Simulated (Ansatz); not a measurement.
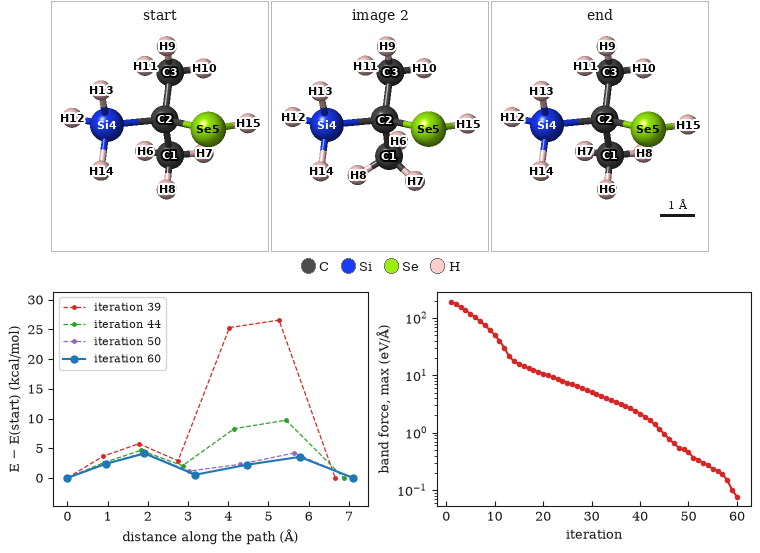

NEB run on C$_{3}$H$_{10}$SeSi. Images are numbered from 0 (start) to 6 (end). The plot follows the band through its iterations. Style: ball-and-stick. Shown at a tilt.

Level of theory: RKS PBE-D4/def2-SVP in Ansatz. Settings: 5 movable images; climbing image; force threshold 0.05 eV/Å; iteration limit 60; optimiser FIRE; largest step 0.02 Å; starting path through a guess of the saddle point.

How did the profile develop, and is the result final?

Answer. The result isn't final. The band hadn't converged when the run stopped after 60 iterations. The largest component of the band force went from 190 to 0.077 eV/Å. The barrier read from it is provisional, though the highest image hardly moved in the last two iterations. The step length is far from the usual. The first iteration put the highest image at 1252.79 kcal/mol. The barrier is about 4.12 kcal/mol in both directions, with image 2 at the top; the ends have the same energy. The profile has 2 maxima (images 2, 5) with a dip at image 3 (+0.54 kcal/mol), which on an unconverged band is provisional.

The run took 18 min on 2 threads of Intel(R) Xeon(R) Platinum 8259CL CPU @ 2.50GHz (Skylake/Cascade Lake) (shared host), peak memory 0.24 GiB.
